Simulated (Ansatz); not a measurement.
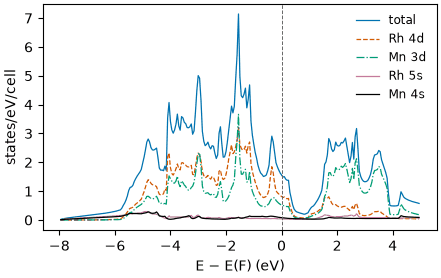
Figure: Total and projected density of states of MnRh (CsCl type, Pm-3m), the program Ansatz at the r²SCAN level (PAW)

Question: Which orbitals carry the states next to the Fermi level?

Answer: Within 0.5 eV of the Fermi level: Rh 4d 54 %, Mn 3d 31 %, Mn 4s 6 %, outside the projected shells 6 %. Projections are on Löwdin-orthogonalised atomic valence shells; empty p or d shells of many metals are not among them.

Question: Where is the tallest occupied peak in this window, and what makes it?

Answer: Near -1.5 eV, about 7.1 states/eV per cell; the largest projected share is Mn 3d.

The workflow started from a Materials Project entry (that database holds measured and hypothetical structures alike); the Crystallography Open Database files this formula in space group No. 221, but the cells were not matched. Its standing as an ambient phase is unchecked. The r²SCAN relaxation kept the symmetry of its start; whether a distortion lowers the energy is not shown. Spin order of the final state: ferromagnetic, chosen from 4 collinear starts compared on coarse meshes (ties went to the first, and starts can fall back to one state), not a proven ground state. Other orbital occupations within this spin state were not tried. Scalar-relativistic: spin–orbit coupling is off unless named, which matters more the heavier the elements.

Potentials: the later of the program's two PAW sets.
